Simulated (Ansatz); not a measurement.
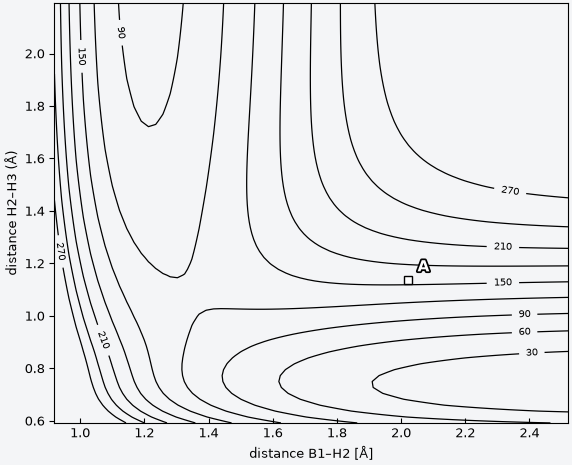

The system B + H₂, spin multiplicity 2. The first coordinate is: distance B1–H2; the second: distance H2–H3. Nothing is relaxed (the angle B1–H2–H3 is fixed at 140 degrees). Grid: 17 × 17 points. Points are written as (first, second). Energies: kJ/mol, counted from B far from the relaxed HH (each part in its own basis). In part of the range the unrestricted reference is strongly spin-contaminated. Method: UHF/aug-cc-pVTZ in Ansatz.

Drawn: contour lines labelled in kJ/mol (none above 270), the point A. Between grid points the surface is interpolated.

Is A at rest? If not, where is it pushed?

Answer. A, at (2.021 Å, 1.138 Å), is not a stationary point. The computed force is nearly zero along distance B1–H2 and 400 kJ/mol for each Å towards smaller values of distance H2–H3.
